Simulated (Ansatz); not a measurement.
# One shape, several levels: BH5S (SMILES [BH3-][SH2+])

We compute a comparison of 6 runs (BHLYP/STO-3G, BLYP/STO-3G, CAM-B3LYP/STO-3G, HSE06/STO-3G, SVWN5/STO-3G, CCSD(T)/STO-3G) of BH5S. 

Program for the calculation: Ansatz 0.2.0.

50 further runs of the same task are left out: 1 that didn't finish, 49 set aside as unsound or not needed.

## 1. The system as given

The species is BH5S (7 atoms), meant as a singlet with charge 0. As SMILES, `[BH3-][SH2+]`. The H4–B1 distance was set to 2.405 Å, away from the relaxed value. At this shape a bond of the SMILES string is far longer than usual.

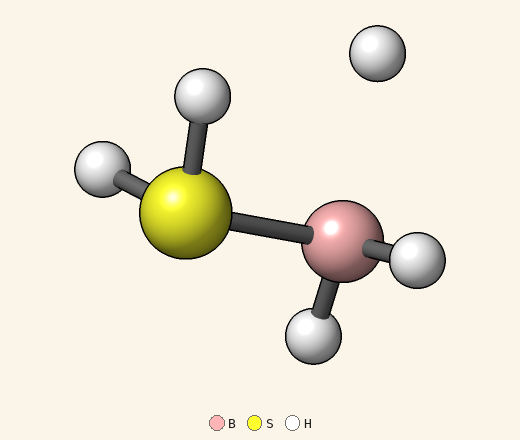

Viewed from a chosen angle; boron pink, sulfur yellow, hydrogen white.

## 2. A single-point energy at BHLYP/STO-3G (run 1)

run.yaml reads:

```yaml
crystal:
  periodic: [false, false, false]
  atoms:
    - {symbol: B, position_ang: [-0.706800, 0.524603, -1.168302]}
    - {symbol: S, position_ang: [0.387400, 1.963703, -0.373102]}
    - {symbol: H, position_ang: [-1.804400, 1.022503, -1.095502]}
    - {symbol: H, position_ang: [-0.344400, -1.447600, 0.159700]}
    - {symbol: H, position_ang: [-0.256600, 0.504003, -2.288502]}
    - {symbol: H, position_ang: [0.104800, 1.889903, 0.940898]}
    - {symbol: H, position_ang: [1.594200, 1.391603, -0.205102]}
basis:
  gaussian:
    orbitals: STO-3G
hamiltonian:
  xc: {name: BHLYP}
accuracy: high
```

Launch:

```
$ ansatz run run.yaml --threads 1 --pin off --max-ram 2610MiB --events-out events.jsonl --progress --plain --runs-dir runs
```

Log:

```text
Warning: RAYON_NUM_THREADS=1 ignored (pool sized by the plan → 1); use --threads N
Functional definition: BHLYP
  name "BHLYP"
  parameter a = 0.5
  exchange = (1 - a)*b88_x + a*exact_x
  correlation = lyp_c
332 factors; integrals over basis functions are off by at most 9.2e-9 eV
mean field evaluation 1: about -11454.5581 eV, gradient 1.7e1 eV
mean field evaluation 2: about -11452.2003 eV, gradient 2.9e1 eV
mean field evaluation 4: about -11457.3557 eV, gradient 6.4e-1 eV
mean field evaluation 8: about -11457.3262 eV, gradient 3.4e-3 eV
mean field evaluation 16: about -11457.3262 eV, gradient 2.5e-9 eV
mean field -11457.32618398 eV, -421.0489712067 hartree, gradient 7.1e-9 eV, S^2 0.000000; 0 other end points of the search recorded, 0 dependent functions left out
reference -11457.32620443 eV, -421.0489719581 hartree; 13, 13 occupied and 6, 6 virtual orbitals, 332 factors
Total energy: -11457.32620443 eV, -421.0489719581 hartree
```

Run time: 1.1 s. Hardware: 1 thread of Arm Neoverse V1, shared host; peak memory 0.098 GiB.

## 3. A single-point energy at BLYP/STO-3G (run 2)

job.yaml reads:

```yaml
crystal:
  periodic: [false, false, false]
  atoms:
    - symbol: B
      position_ang: [-0.706800, 0.524603, -1.168302]
    - symbol: S
      position_ang: [0.387400, 1.963703, -0.373102]
    - symbol: H
      position_ang: [-1.804400, 1.022503, -1.095502]
    - symbol: H
      position_ang: [-0.344400, -1.447600, 0.159700]
    - symbol: H
      position_ang: [-0.256600, 0.504003, -2.288502]
    - symbol: H
      position_ang: [0.104800, 1.889903, 0.940898]
    - symbol: H
      position_ang: [1.594200, 1.391603, -0.205102]
basis:
  gaussian:
    orbitals: STO-3G
accuracy: high
hamiltonian:
  xc: {name: BLYP}
```

Launch:

```
$ ansatz run job.yaml --threads 1 --pin off --max-ram 2610MiB --events-out events.jsonl --progress --plain --runs-dir runs
```

Log:

```text
Warning: RAYON_NUM_THREADS=1 ignored (pool sized by the plan → 1); use --threads N
Functional definition: BLYP
  name "BLYP"
  parameter beta = 0.0042
  parameter a = 0.04918
  parameter b = 0.132
  parameter c = 0.2533
  parameter d = 0.349
  exchange = b88_x(beta = beta)
  correlation = lyp_c(a = a, b = b, c = c, d = d)
332 factors; integrals over basis functions are off by at most 9.2e-9 eV
mean field evaluation 1: about -11453.1662 eV, gradient 2.4e1 eV
mean field evaluation 2: about -11442.3634 eV, gradient 3.3e1 eV
mean field evaluation 4: about -11456.2554 eV, gradient 1.1e1 eV
mean field evaluation 8: about -11456.2554 eV, gradient 1.1e1 eV
mean field evaluation 16: about -11456.8302 eV, gradient 9.1e-8 eV
mean field -11456.83024202 eV, -421.0307456757 hartree, gradient 9.1e-8 eV, S^2 0.000000; 0 other end points of the search recorded, 0 dependent functions left out
reference -11456.83028252 eV, -421.0307471643 hartree; 13, 13 occupied and 6, 6 virtual orbitals, 332 factors
Total energy: -11456.83028252 eV, -421.0307471643 hartree
```

Wall time 1.3 s (1 thread of Arm Neoverse V1, shared host); peak memory 0.097 GiB.

Runs 3 to 5 aren't shown in full; the table further down has their settings and results.

## 4. The energy at CCSD(T)/STO-3G (run 6)

job.yaml reads:

```yaml
crystal:
  periodic: [false, false, false]
  atoms:
    - {symbol: B, position_ang: [-0.706800, 0.524603, -1.168302]}
    - {symbol: S, position_ang: [0.387400, 1.963703, -0.373102]}
    - {symbol: H, position_ang: [-1.804400, 1.022503, -1.095502]}
    - {symbol: H, position_ang: [-0.344400, -1.447600, 0.159700]}
    - {symbol: H, position_ang: [-0.256600, 0.504003, -2.288502]}
    - {symbol: H, position_ang: [0.104800, 1.889903, 0.940898]}
    - {symbol: H, position_ang: [1.594200, 1.391603, -0.205102]}
basis:
  gaussian:
    orbitals: STO-3G
correlation:
  method: ccsd_t
  frozen_orbitals: {B: 1, H: 0, S: 5}
accuracy: high
scf:
  omitted_lower_state_checks: [cluster_reference, increment]
```

Launch:

```
$ ansatz run job.yaml --threads 1 --pin off --max-ram 2610MiB --events-out events.jsonl --progress --plain --runs-dir runs
```

Log, cut to the lines that bear on the results:

```text
Warning: RAYON_NUM_THREADS=1 ignored (pool sized by the plan → 1); use --threads N
Functional definition: HF
  name "HF"
[...]
332 factors; integrals over basis functions are off by at most 9.2e-9 eV
[...]
mean field -11432.91513601 eV, -420.1518817403 hartree, gradient 1.3e-8 eV, S^2 0.000000; 1 other end points of the search recorded, 0 dependent functions left out; unrestricted orbitals would lower it
6 core orbitals not correlated: weight in the atoms' cores, before any rotation towards them, 1.000 or more for the frozen orbitals, at most 0.000 for the correlated occupied ones
reference -11432.91513601 eV, -420.1518817403 hartree; 7, 7 occupied and 6, 6 virtual orbitals, 332 factors
second order -3.36647553 eV of doubles, -0.00000000 eV of singles
cycle   1  -3.80977819 eV  change    -1.1e0 eV  update   1.3e-1
[...]
cycle  24  -5.23690439 eV  change   3.3e-10 eV  update  1.3e-10
perturbative correction -0.08459892 eV, -0.0031089531 hartree
WARN: these amplitudes may be one of several solutions (largest doubles amplitude 0.47, level shift 4.76 eV)
Total energy: -11438.23663933 eV, -420.3474433800 hartree
Checks for a lower state left out: cluster_reference, increment
```

Wall time 0.16 s (1 thread of Arm Neoverse V1, shared host).

## 5. Overview of the runs

| run | level | frozen core orbitals | energy (Eh) | wall time |
| --- | --- | --- | --- | --- |
| 1 | BHLYP/STO-3G | – | -421.048972 | 1.1 s |
| 2 | BLYP/STO-3G | – | -421.030747 | 1.3 s |
| 3 | CAM-B3LYP/STO-3G | – | -421.030791 | 1.4 s |
| 4 | HSE06/STO-3G | – | -420.895982 | 1.5 s |
| 5 | SVWN5/STO-3G | – | -419.337507 | 0.85 s |
| 6 | CCSD(T)/STO-3G | 6 | -420.347443 | 0.16 s |

## 6. Results

| quantity | value |
| --- | --- |
| run 6: total energy | -420.34744 Eh |
| run 6: correlation energy (6 core orbitals frozen) | -195.6 mEh |
| run 6: (T) correction | -3.11 mEh |
| run 6: T1 diagnostic | 0.034 |

What this shows: Totals of different functionals can't be ranked against each other. In run 6 the T1 diagnostic is large, so a single reference may not serve. In run 6 the log says that unrestricted orbitals would lower the reference, so the values rest on an unstable closed-shell determinant (other closed-shell runs at this shape may share the fault). In runs 1, 2, 3, 4, 5, 6 the basis is minimal, so the values are rough. All runs together took 6.3 s, the longest 1.5 s.
